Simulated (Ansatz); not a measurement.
**What La3AlC (Pm-3m) distorts into**

Which phase does La3AlC (Pm-3m) fall into along its unstable mode, and how much energy does it gain?

Calculated with Ansatz 0.2.0; DFT PBEsol, scalar-relativistic, plane waves, PAW; PAW set soft_1.

### 1. Set-up

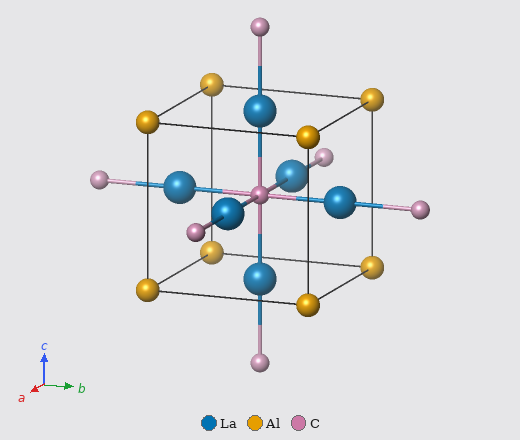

The starting structure, seen slightly off an axis (lanthanum blue, aluminium orange, carbon pink). Some periodic images of atoms are drawn too.

### 2. The dispersion

The cell comes from relaxations at this level that are not shown. Stability and thermal properties need the whole zone. Linear response on a 2×2×2 q mesh gives force constants as far as a supercell of that size would.

Contents of input.yaml:

```yaml
crystal:
  lattice:
    - [5.1318379723, 0.0, 0.0]
    - [0.0, 5.1318379723, 0.0]
    - [0.0, 0.0, 5.1318379723]
  atoms:
    - { symbol: La, position: [0.5, 0.5, 0.0] }
    - { symbol: La, position: [0.5, 0.0, 0.5] }
    - { symbol: La, position: [0.0, 0.5, 0.5] }
    - { symbol: Al, position: [0.0, 0.0, 0.0] }
    - { symbol: C, position: [0.5, 0.5, 0.5] }
kpoints:
  mp_grid: { grid: [8, 8, 8] }
hamiltonian:
  xc: pbesol
  pseudopotentials: { kind: paw, azcp: { folder: soft_1 }, xc_functional: pbe }
scf:
  occupations: { method: methfessel_paxton, width: 0.2 }
output:
  eigenvalues: true
phonons:
  method: dfpt
  qmesh: [2, 2, 2]
  temperatures: { t_max: 1000, t_step: 50 }
  qpath:
    path:
      - [[0.0, 0.0, 0.0], [0.0, 0.5, 0.0], [0.5, 0.5, 0.0], [0.0, 0.0, 0.0], [0.5, 0.5, 0.5], [0.0, 0.5, 0.0]]
      - [[0.5, 0.5, 0.5], [0.5, 0.5, 0.0]]
    npoints: 10
```

Command:

```bash
$ ansatz run input.yaml --threads 4 --pin off --max-ram 10240MiB --backend cpu --events-out ev --progress --plain --runs-dir out
```

Numbers of over 12 decimals in the logs are rounded to 6 here.

Output:

```text
Engine: ansatz 0.2.0, aarch64-unknown-linux-gnu
Pseudopotentials: kind: paw
Pseudopotential: La, paw, valence charge 11, recommended cutoff 420 eV (normal), soft_1/La.paw.azcp
Pseudopotential: Al, paw, valence charge 3, recommended cutoff 420 eV (normal), soft_1/Al.paw.azcp
Pseudopotential: C, paw, valence charge 4, recommended cutoff 420 eV (normal), soft_1/C.paw.azcp
Functional definition: PBEsol
  exchange = pbesol_x
  correlation = pbesol_c
Crystal: 5 atoms, lattice volume = 135.151 Å³
Basis set: ecut = 420 eV, 2601 PW (Γ), exchange–correlation on 72×72×72 points (8 copies of the dense FFT grid, shifted against one another)
Bands: 25, of which v1, the nominal top of the filled ones, is band 20 counted from 1 (19 counted from 0)
Symmetry: 48 space group operations
k-points: 35 of 512
Non-local potential: La, projectors of the file, l = 0: 3, l = 1: 2, l = 2: 2, l = 3: 3
Non-local potential: Al, projectors of the file, l = 0: 2, l = 1: 2, l = 2: 1
Non-local potential: C, projectors of the file, l = 0: 2, l = 1: 2, l = 2: 1
PAW form: soft (Blöchl's): semilocal exchange-correlation on the pseudo side does not see the compensation charge
PAW frozen core: La, regenerated for the run's functional, and the local potential with it (the file was generated under x = pbe(κ = 0.804, μ = 0.219515), c = pbe(β = 0.066725))
PAW frozen core: Al, regenerated for the run's functional, and the local potential with it (the file was generated under x = pbe(κ = 0.804, μ = 0.219515), c = pbe(β = 0.066725))
PAW frozen core: C, regenerated for the run's functional, and the local potential with it (the file was generated under x = pbe(κ = 0.804, μ = 0.219515), c = pbe(β = 0.066725))
PAW one-centre angular grid: La, 590 points (default); XC on 64 Gauss nodes
PAW one-centre angular grid: Al, 110 points (default); XC on 64 Gauss nodes
PAW one-centre angular grid: C, 110 points (default); XC on 64 Gauss nodes
Initial density: superposition of atomic densities (chi_scale 0.1, normalization cell, long waves kept (reshape's long-wave potential 0.00 eV rms))
Initial wavefunctions: pseudopotential atomic-orbital guess
Functional: x = pbesol(κ = 0.804, μ = 0.123457), c = pbesol(β = 0.046)
SCF iter   1: F=—  HF=-19257.926140 eV  |F-HF|=—  |Δ(HF+E_count)|=         —  Δρ=4.44e-2  dr2=7.86e0  ethr=3.10e-3  ⟨swp⟩=5.0  Hψ=4090  notcnv=0
preconditioner: auto → Kerker (q_TF=auto, 2.227 Å⁻¹)  [metal: Δε(μ)=0.013 eV  Ē_g=10.992 eV  σ=0.200 eV  W_gap=0.06  n_scr=26 (ndim 8)  ℏωp=18.6 eV  f_vac=0.000  D(μ)=4.64/eV (n_scr^D=32)]
SCF iter   2: F=—  HF=-19256.622729 eV  |F-HF|=—  |Δ(HF+E_count)|=    1.30e0  S|Δr|=    0.00e0  Δρ=1.77e-2  dr2=6.38e-1  ethr=3.10e-3  ⟨swp⟩=5.2  Hψ=6522  notcnv=0
automatic band count: the SCF goes on with 30 bands, as 25 were too few: they end inside the smearing window of the response
SCF iter   3: F=—  HF=-19256.492504 eV  |F-HF|=—  |Δ(HF+E_count)|=   1.30e-1  S|Δr|=    0.00e0  Δρ=9.38e-3  dr2=2.01e-1  ethr=1.59e-3  ⟨swp⟩=1.1  Hψ=1336  notcnv=0
SCF iter   4: F=—  HF=-19256.443777 eV  |F-HF|=—  |Δ(HF+E_count)|=   4.87e-2  S|Δr|=    0.00e0  Δρ=1.64e-3  dr2=5.53e-3  ethr=5.03e-4  ⟨swp⟩=2.3  Hψ=1452  notcnv=0
SCF iter   5: F=—  HF=-19256.443562 eV  |F-HF|=—  |Δ(HF+E_count)|=   2.15e-4  S|Δr|=    0.00e0  Δρ=6.38e-4  dr2=1.57e-3  ethr=1.38e-5  ⟨swp⟩=2.0  Hψ=1654  notcnv=0  defer=93
SCF iter   6: F=—  HF=-19256.443360 eV  |F-HF|=—  |Δ(HF+E_count)|=   2.01e-4  S|Δr|=    0.00e0  Δρ=1.13e-4  dr2=2.33e-5  ethr=3.93e-6  ⟨swp⟩=2.0  Hψ=1149  notcnv=0  defer=93
SCF iter   7: F=—  HF=-19256.443355 eV  |F-HF|=—  |Δ(HF+E_count)|=   5.14e-6  S|Δr|=    0.00e0  Δρ=2.92e-5  dr2=1.39e-6  ethr=5.83e-8  ⟨swp⟩=2.1  Hψ=1625  notcnv=0  defer=93
SCF iter   8: F=—  HF=-19256.443355 eV  |F-HF|=—  |Δ(HF+E_count)|=   3.58e-7  S|Δr|=    0.00e0  Δρ=7.85e-6  dr2=1.31e-7  ethr=3.48e-9  ⟨swp⟩=2.3  Hψ=1214  notcnv=0  defer=97
SCF iter   9: F=—  HF=-19256.443355 eV  |F-HF|=—  |Δ(HF+E_count)|=   1.33e-8  S|Δr|=    0.00e0  Δρ=1.52e-6  dr2=5.21e-9  ethr=3.28e-10  ⟨swp⟩=2.1  Hψ=1108  notcnv=0  defer=97
SCF iter  10: F=—  HF=-19256.443355 eV  |F-HF|=—  |Δ(HF+E_count)|=   1.01e-9  S|Δr|=    0.00e0  Δρ=2.21e-7  dr2=6.40e-11  ethr=1.30e-11  ⟨swp⟩=2.5  Hψ=1560  notcnv=0  defer=97
SCF iter  11: F=-19256.443355 eV  HF=-19256.443355 eV  |F-HF|=3.64e-12  |Δ(HF+E_count)|=  7.28e-12  S|Δr|=    0.00e0  Δρ=3.88e-8  dr2=1.93e-12  ethr=1.00e-12  ⟨swp⟩=17.4  Hψ=7065  notcnv=0
SCF 1 converged in 11 iterations: F = -19256.443355 eV  dr2 = 1.93e-12
  greatest PAW one-centre occupation: 0.971 electrons in one spin orbital (limit 2), on the La atom at site 0 (counted from 0), in its partial waves of l = 0
Initial density: read from a saved state, or passed on in memory by an earlier SCF of this step, an earlier step, the calling program or the single point that the run made first
iter 1 solved again at ethr=7.75e-8 eV; its pass at ethr=3.10e-3 eV (dr2=3.10e-5 eV) is discarded
SCF iter   1: F=—  HF=-19256.443356 eV  |F-HF|=—  |Δ(HF+E_count)|=         —  Δρ=4.41e-7  dr2=9.44e-11  ethr=7.75e-8  ⟨swp⟩=5.4  Hψ=7425  notcnv=0
eigensolver tolerance schedule: the retry pair's looser diagonalisation over-reported the residual by 328187.28 of it (diagonalisation noise at an unbounded share of the residual, at the tolerance the schedule requests for it); recorded, not acted on — ethr = c·dr2/N_el stays at c = 1.0e-1
preconditioner: auto → Kerker (q_TF=auto, 2.227 Å⁻¹)  [metal: Δε(μ)=0.021 eV  Ē_g=10.778 eV  σ=0.200 eV  W_gap=0.09  n_scr=26 (ndim 8)  ℏωp=18.6 eV  f_vac=0.000  D(μ)=4.38/eV (n_scr^D=26)]
SCF iter   2: F=—  HF=-19256.443355 eV  |F-HF|=—  |Δ(HF+E_count)|=   1.08e-6  S|Δr|=    0.00e0  Δρ=2.02e-7  dr2=1.54e-11  ethr=1.00e-12  ⟨swp⟩=4.0  Hψ=3013  notcnv=0
SCF iter   3: F=—  HF=-19256.443355 eV  |F-HF|=—  |Δ(HF+E_count)|=  1.09e-11  S|Δr|=    0.00e0  Δρ=1.43e-7  dr2=8.02e-12  ethr=1.00e-12  ⟨swp⟩=2.6  Hψ=1867  notcnv=0
SCF iter   4: F=-19256.443355 eV  HF=-19256.443355 eV  |F-HF|=7.28e-12  |Δ(HF+E_count)|=  7.28e-12  S|Δr|=    0.00e0  Δρ=6.55e-8  dr2=1.99e-12  ethr=1.00e-12  ⟨swp⟩=2.0  Hψ=1721  notcnv=0
SCF 2 converged in 4 iterations: F = -19256.443355 eV  dr2 = 1.99e-12
  greatest PAW one-centre occupation: 0.971 electrons in one spin orbital (limit 2), on the La atom at site 2 (counted from 0), in its partial waves of l = 0
phonons: the bands overlap, so this run is a metal and interpolates without the dipole-dipole term. If the crystal is really an insulator or semiconductor, its LO-TO splitting is missing
NSCF: frozen V_eff on 35 k-points
WARN: eigensolver did not converge in 12 slots of this pass, the one above among them; of largest residual over every band (k=14): 1 band(s) unlocked (lowest unlocked band 29, counted from 0; max residual 1.38e-2 eV among the unlocked bands, 1.38e-2 eV over every band); of lowest unlocked band (k=1): band 29
NSCF: frozen V_eff on 125 k-points
DFPT response loops at q = (0, 0, 0) (fractional): preconditioner auto → Kerker (q_TF=auto, 2.227 Å⁻¹) (partly filled bands, converged f_vac=0.000); β = 1.00, the filter's whole step (`scf.mixing.beta` (0.50) is not read by the response loops under this deck's `scf.mixing.preconditioner`; to damp them name `kerker` or `kerker_dos`, under which they read `scf.mixing.beta`, and type it under 1.00, their step now; both keys bind the ground state too); Broyden in place of MSR1
NSCF: frozen V_eff on 250 k-points
DFPT response loops at q = (0, 0, -0.5) (fractional): mixed as the last ones told, above
NSCF: frozen V_eff on 250 k-points
DFPT response loops at q = (0, -0.5, -0.5) (fractional): mixed as the last ones told, above
NSCF: frozen V_eff on 250 k-points
DFPT response loops at q = (-0.5, -0.5, -0.5) (fractional): mixed as the last ones told, above
SCF converged after 11 iterations
Stability not checked: this state was not tested for a lower state beside it, because cold or Methfessel-Paxton smearing, or corrected tetrahedra, fill the levels in a way that the test cannot read (fill_not_monotonic; see scf.lower_state_search)
Free energy (F): -19256.443355 eV
Harris-Foulkes:  -19256.443355 eV  (|F-HF|=3.64e-12)
Internal energy: -19256.438816 eV  (E = F + TS)
E sigma→0 (E₀):  -19256.442220 eV
Entropy (-TS):   -0.004539 eV (-0.908 meV/atom)
Fermi energy:    9.856791 eV
--- Per-component energies (eV) ---
  E_band       = -123.482704
  E_kinetic    = 663.653759
  E_local      = -1290.106209  (includes V_loc(G=0)·N_el)
  E_nonlocal   = 301.737156
  E_hartree    = 477.540422
  E_xc         = -508.206777
  E_vxc        = -519.310898  (∫ρ·V_xc dr)
  E_paw        = -16539.429849  (= ΣΔE_a)
  E_vpaw       = -234.537363  (= ΣTr[D̂ρ^β])
  E_aug_tail   = 0.000009  (compensation charges beyond the density's cutoff)
  E_ewald      = -2362.174674
  E_core_change = 0.547348  (= ΣΔE_core)
  E_smearing   = -0.004539  (= −TS)
  E_closure    = 0.000000  (closes the sum)
  Σ components = -19256.443355   (vs F -19256.443355, Δ=0.00e0)
--- Band table (eV; the first three rows and the last of 35) ---
  k-point 0: bands = [... 16 lower, 9.2980, 9.2980, 9.2980, 9.9927, 9.9927, 9.9927, 10.9090, 10.9090, ... 6 higher]
  k-point 1: bands = [... 16 lower, 9.2863, 9.3076, 9.3433, 9.6201, 10.0299, 10.0299, 10.8040, 10.8829, ... 6 higher]
  k-point 2: bands = [... 16 lower, 9.2938, 9.2938, 9.4666, 9.7273, 9.9539, 9.9539, 10.8419, 11.0449, ... 6 higher]
  k-point 34: bands = [... 16 lower, 6.7167, 10.3203, 10.3203, 10.3203, 11.0799, 11.0799, 11.0799, 11.6517, ... 6 higher]
--- Phonons (Γ-DFPT): 4 representative perturbations + reference (Σ response iterations 13) ---
  ASR residual: 3.921e-5 → 0.000e0 eV/Å²; symmetrization residual: 1.066e-6 eV/Å²
  ASR residual per site (eV/Å²): 3.92e-5 3.92e-5 3.92e-5 5.14e-6 1.59e-5
  Γ frequencies (cm⁻¹): -168.67 -168.67 -168.67 -49.49 -49.49 -49.49 0.00 0.00 0.00 122.77 122.77 122.77 137.78 137.78 137.78
--- Phonons (arbitrary-q DFPT): 4 irreducible q on the 2×2×2 mesh ---
  q = [0.0000, 0.0000, 0.0000] (star 1, of the zone-centre solve; hermiticity 3.31e-7, symmetrization 8.41e-13): -168.67 -168.67 -168.67 -49.49 -49.49 -49.49 -0.00 -0.00 0.00 122.77 122.77 122.77 137.78 137.78 137.78
  q = [0.0000, 0.0000, -0.5000] (star 3, 9 solved perturbations in 975 linear systems a pass and spin channel, the states on 125 of 512 k-point pairs; hermiticity 2.02e-7, symmetrization 7.98e-9): -117.09 -117.09 54.51 59.74 59.74 61.58 61.58 84.81 129.40 139.35 139.35 140.08 140.08 163.75 382.08
  q = [0.0000, -0.5000, -0.5000] (star 3, 9 solved perturbations in 975 linear systems a pass and spin channel, the states on 125 of 512 k-point pairs; hermiticity 1.18e-7, symmetrization 7.01e-9): 7.78 63.74 63.74 66.73 66.73 94.04 103.58 113.95 149.11 149.53 149.53 157.15 255.06 379.23 379.23
  q = [-0.5000, -0.5000, -0.5000] (star 1, 4 solved perturbations in 350 linear systems a pass and spin channel, the states on 125 of 512 k-point pairs; hermiticity 4.84e-8, symmetrization 5.49e-9): -25.09 -25.09 -25.09 93.66 93.66 93.66 117.65 117.65 126.72 126.72 126.72 188.41 391.17 391.17 391.17
  sum rule: each row above includes the acoustic sum rule's correction from the zone centre's row sums; it moved no ω² by more than (0.60 cm⁻¹)²
  mesh force constants: q→R imaginary residual 2.95e-18; ASR residual 3.921e-5 → 0.000e0 eV/Å²; symmetrization residual 3.553e-15 eV/Å²
  interpolated dispersion: 62 rows × 15 modes
  density of states and harmonic sums: on the 12×12×12 q-mesh, interpolated from the force constants of a 2×2×2 supercell (no non-analytic term)
  largest difference from the sums on the solved wave vectors: F 2.99e-1 eV, S 3.99e-4 and C_V 1.02e-4 eV/K
  zero-point energy: 0.114862 eV/cell   skipped modes (ω ≤ 0): 125, of them read as no rigid motion or as one in doubt: 122 (1.089e0 modes/cell left out, lowest -168.67 cm⁻¹)   left out of the sums: 7.27e-2 of the cell's modes: C_V's classical limit lies that fraction below 3 k_B per atom; for a crystal, a wire or a layer, F and S can be off by more, and a phonons.interpolated_qmesh denser along its periods is the remedy for the sampling
```

Wall time 5.5 min (4 threads of Arm Neoverse V2, shared host); peak memory 1.7 GiB; 21 min of CPU time.

Reading the cycles: dr2 is the Hartree energy of the density residual (eV), the measure of convergence; HF is the Harris–Foulkes estimate of the energy, which meets the free energy F at convergence.

This step gave:

- volume per atom: 27.03 Å³
- gap on the k-mesh: 0 eV
- sum-rule residual before enforcement: 3.92e-5 eV/Å²
- lowest frequency on the path: -168.7 cm⁻¹
- point group: m-3m
- highest frequency on the path or at a solved wavevector: 391.2 cm⁻¹
- highest optical mode at the zone centre (no LO-TO term): 137.8 cm⁻¹
- lowest optical zone-centre mode: -168.7 cm⁻¹
- lowest mode on the q mesh (acoustic modes at Γ apart): -168.7 cm⁻¹

Frequencies (cm⁻¹) solved at each irreducible wavevector; negative means imaginary. Frequencies by wavevector, by row:

| q in reciprocal lattice units | star | mode 1 | mode 2 | mode 3 | mode 4 | mode 13 | mode 14 | mode 15 |
| --- | --- | --- | --- | --- | --- | --- | --- | --- |
| 0 0 0 | 1 | -168.7 | -168.7 | -168.7 | -49.5 | 137.8 | 137.8 | 137.8 |
| 0 0 -0.5 | 3 | -117.1 | -117.1 | 54.5 | 59.7 | 140.1 | 163.8 | 382.1 |
| 0 -0.5 -0.5 | 3 | 7.8 | 63.7 | 63.7 | 66.7 | 255.1 | 379.2 | 379.2 |
| -0.5 -0.5 -0.5 | 1 | -25.1 | -25.1 | -25.1 | 93.7 | 391.2 | 391.2 | 391.2 |

Interpolated from a 2×2×2 q mesh. The phonon branches at the labelled points (cm⁻¹):

| point | branch 1 | branch 2 | branch 3 | branch 4 | branch 12 | branch 13 | branch 14 | branch 15 |
| --- | --- | --- | --- | --- | --- | --- | --- | --- |
| Γ | -169 | -169 | -169 | -50 | 123 | 138 | 138 | 138 |
| X | -117 | -117 | 54 | 60 | 140 | 140 | 164 | 382 |
| M | 8 | 64 | 64 | 67 | 157 | 255 | 379 | 379 |
| Γ | -169 | -169 | -169 | -50 | 123 | 138 | 138 | 138 |
| R | -25 | -25 | -25 | 94 | 188 | 391 | 391 | 391 |
| X | -117 | -117 | 54 | 60 | 140 | 140 | 164 | 382 |
| jump to R | -25 | -25 | -25 | 94 | 188 | 391 | 391 | 391 |
| M | 8 | 64 | 64 | 67 | 157 | 255 | 379 | 379 |

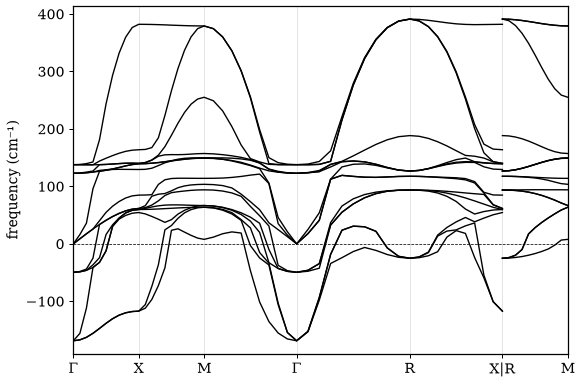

Phonon branches along the path.

Symmetry leaves 4 wavevectors to solve. The lowest mode among them, the acoustic zeros apart, lies at Γ and is imaginary, 168.7i cm⁻¹, so the energy falls along it.

### 3. The mode frozen in, largest atomic shift 0 Å

The mode followed lies at Γ with frequency 168.7i cm⁻¹ and is 3-fold degenerate, the softest among the wavevectors solved. At small amplitude the distorted cell has space group no. 160 by a symmetry search on the positions. The undistorted cell that holds it gives the zero of energy on the same k mesh.

input.yaml, the sections that differ from step 2:

```yaml
output:
  forces: true
  stress: true
  eigenvalues: true
# crystal, kpoints, hamiltonian, scf: as in step 2
# phonons: removed
```

Output:

```text
[...]
Crystal: 5 atoms, lattice volume = 135.151 Å³
Basis set: ecut = 420 eV, 2601 PW (Γ), exchange–correlation on 72×72×72 points (8 copies of the dense FFT grid, shifted against one another)
Bands: 25, of which v1, the nominal top of the filled ones, is band 20 counted from 1 (19 counted from 0)
Symmetry: 48 space group operations
[...]
k-points: 35 of 512
[...]
k-point 0: bands = [... 16 lower, 9.2980, 9.2980, 9.2980, 9.9928, 9.9928, 9.9928, 10.9090, 10.9090, ... 1 higher]
  k-point 1: bands = [... 16 lower, 9.2863, 9.3076, 9.3433, 9.6202, 10.0299, 10.0299, 10.8040, 10.8829, ... 1 higher]
  k-point 2: bands = [... 16 lower, 9.2938, 9.2938, 9.4666, 9.7273, 9.9539, 9.9539, 10.8419, 11.0449, ... 1 higher]
  k-point 34: bands = [... 16 lower, 6.7167, 10.3203, 10.3203, 10.3203, 11.0799, 11.0799, 11.0799, 11.6517, ... 1 higher]
[key lines of the parts left out:]
SCF converged after 9 iterations
Free energy (F): -19256.443355 eV
Fermi energy:    9.856795 eV
P = ⅓ Tr σ = -0.0001 GPa (-0.001 kbar)
```

Wall time 2.3 s (4 threads); peak memory 0.49 GiB.

Numbers from this step:

```yaml
pressure: -6.43e-5 GPa
energy_from_the_undistorted_cell: 0 meV/atom
```

The run ends at a pressure of 0.00 GPa.

### 4. The mode frozen in, largest atomic shift 0.14 Å

The atoms are moved along the unstable eigenvector, the largest shift by 0.14 Å, with the cell fixed.

input.yaml, the sections that differ from step 3:

```yaml
crystal:
  lattice:
    - [5.1318379723, 0.0, 0.0]
    - [0.0, 5.1318379723, 0.0]
    - [0.0, 0.0, 5.1318379723]
  atoms:
    - { symbol: La, position: [0.500455781, 0.499544219, -0.0002813923] }
    - { symbol: La, position: [0.500455781, -0.0002813923, 0.499544219] }
    - { symbol: La, position: [0.0002813923, 0.499544219, 0.499544219] }
    - { symbol: Al, position: [0.0008699069, -0.0008699069, -0.0008699069] }
    - { symbol: C, position: [0.4842494954, 0.5157505046, 0.5157505046] }
# kpoints, hamiltonian, scf, output: as in step 3
```

Output:

```text
[...]
Crystal: 5 atoms, lattice volume = 135.151 Å³
Basis set: ecut = 420 eV, 2601 PW (Γ), exchange–correlation on 72×72×72 points (8 copies of the dense FFT grid, shifted against one another)
Bands: 25, of which v1, the nominal top of the filled ones, is band 20 counted from 1 (19 counted from 0)
Symmetry: 6 space group operations
[...]
k-points: 65 of 512 (time reversal used)
[...]
k-point 0: bands = [... 16 lower, 9.1636, 9.2219, 9.2219, 10.0378, 10.0378, 10.1743, 10.9162, 10.9224, ... 1 higher]
  k-point 1: bands = [... 16 lower, 9.2220, 9.2579, 9.3142, 9.7471, 10.0615, 10.1546, 10.8141, 10.8958, ... 1 higher]
  k-point 2: bands = [... 16 lower, 9.1909, 9.2492, 9.4771, 9.7333, 9.9703, 10.0618, 10.8485, 11.0501, ... 1 higher]
  k-point 64: bands = [... 16 lower, 6.7217, 10.3307, 10.3363, 10.3363, 11.0576, 11.0576, 11.0830, 11.6376, ... 1 higher]
[key lines of the parts left out:]
SCF converged after 9 iterations
Free energy (F): -19256.451149 eV
Fermi energy:    9.895983 eV
P = ⅓ Tr σ = 0.0111 GPa (0.111 kbar)
```

Elapsed: 6 s, on 4 threads; peak memory 0.5 GiB.

This step gave:

```yaml
pressure: 0.01113 GPa
energy_from_the_undistorted_cell: -1.629 meV/atom
```

The energy, extrapolated to zero smearing, is -1.63 meV/atom against the undistorted cell.

The run ends at a pressure of 0.01 GPa, with forces up to 0.051 eV/Å.

### 5. Energy along the mode, all amplitudes (two of the runs are shown above)

An imaginary frequency means negative curvature, so the energy should fall and then rise again as anharmonic terms take over.

Numbers from this step:

- depth at the lowest point sampled: 1.629 meV/atom
- largest atomic shift at that point: 0.14 Å

Energy from the parent against largest atomic shift:

| largest atomic shift (Å) | energy from the parent (meV/atom) |
| --- | --- |
| 0.000 | 0 |
| 0.040 | -0.199 |
| 0.080 | -0.718 |
| 0.140 | -1.63 |
| 0.220 | -1.57 |
| 0.320 | 3.86 |
| 0.450 | 23.7 |

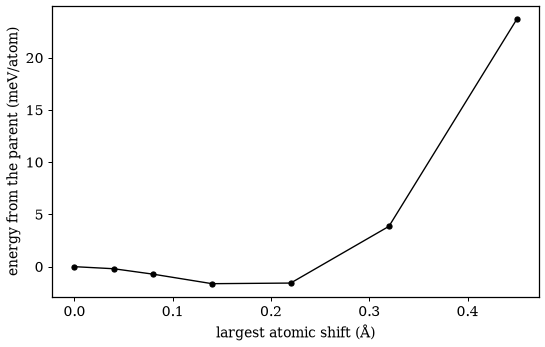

Energy from the parent, plotted against largest atomic shift.

Displacement at unit largest shift by atom:

| atom | x (Å) | y (Å) | z (Å) | size |
| --- | --- | --- | --- | --- |
| La1 | 0.017 | -0.017 | -0.010 | 0.026 |
| La2 | 0.017 | -0.010 | -0.017 | 0.026 |
| La3 | 0.010 | -0.017 | -0.017 | 0.026 |
| Al4 | 0.032 | -0.032 | -0.032 | 0.055 |
| C5 | -0.577 | 0.577 | 0.577 | 0.999 |

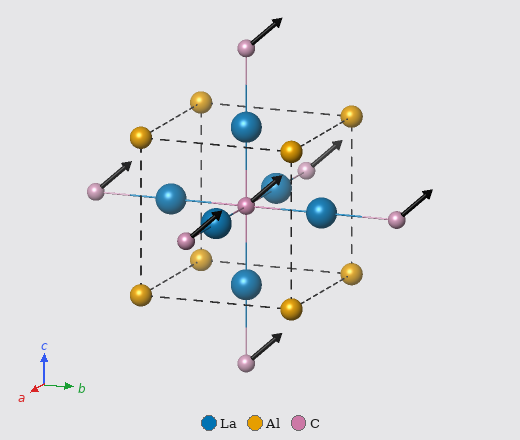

Displacement at unit largest shift as arrows, the longest 0.999 Å. Some periodic images of atoms are drawn too.

The lowest of the steps tried is at 0.14 Å, 1.63 meV/atom below the parent; the bottom of the well need not coincide with a step.

(Part 1 of 2 ends here.)

[Logs are printed without paths, hosts, clocks, repeated set-up lines and the standing remarks that a program may print on its own settings, such as how far it seeks lower states.]

[Hosts, paths, dates, database ids (printed as entryN), source tags and the programs' standing remarks are cut or masked in the printed files.]
